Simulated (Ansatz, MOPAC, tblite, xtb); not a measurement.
## A ladder of methods for SnH2BrCl (SMILES [Cl][SnH2][Br])

SnH2BrCl: 5 atoms, total charge 0, spin state singlet. SMILES: `[Cl][SnH2][Br]`. The shape is that of a PBE0-D4/def2-TZVP optimisation.

Each level gives the dipole moment (D). The values are calculated.

```csv
level,kind,program,value (D),CPU time
GFN1-xTB,semi-empirical,tblite,3.53,under 2 s
PM6,semi-empirical,MOPAC,3.93,under 2 s
PM7,semi-empirical,MOPAC,4.58,under 2 s
GFN2-xTB,semi-empirical,xtb,4.34,under 2 s
HF/STO-3G,Hartree–Fock,Ansatz,3.54,3 s
HF/3-21G,Hartree–Fock,Ansatz,3.78,5 s
HF/def2-SVP (core potential),Hartree–Fock,Ansatz,2.80,6 s
B3LYP/def2-SVP (core potential),global hybrid,Ansatz,2.37,15 s
PBE0/def2-SVP (core potential),global hybrid,Ansatz,2.49,15 s
wB97X/STO-3G,range-separated hybrid,Ansatz,3.30,23 s
```

All-electron rows without a relativistic Hamiltonian named are non-relativistic, while core potentials hold scalar relativity, so basis and relativity change together. The values span 2.37 to 4.58 D. Sets without polarisation functions give poor dipoles. Times are those of the runs behind each value, whatever else they computed, on shared processors of several kinds: orders of magnitude only.

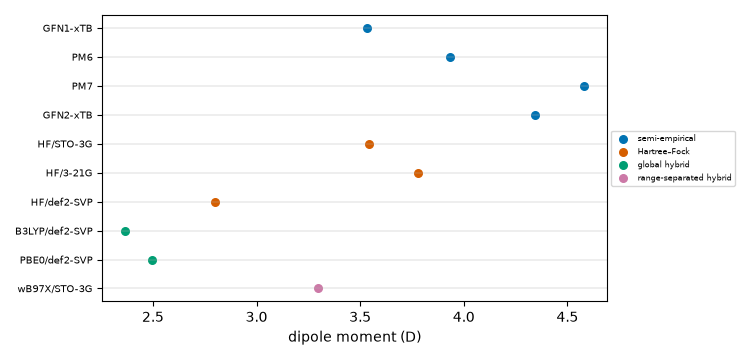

The values of the table, level by level.
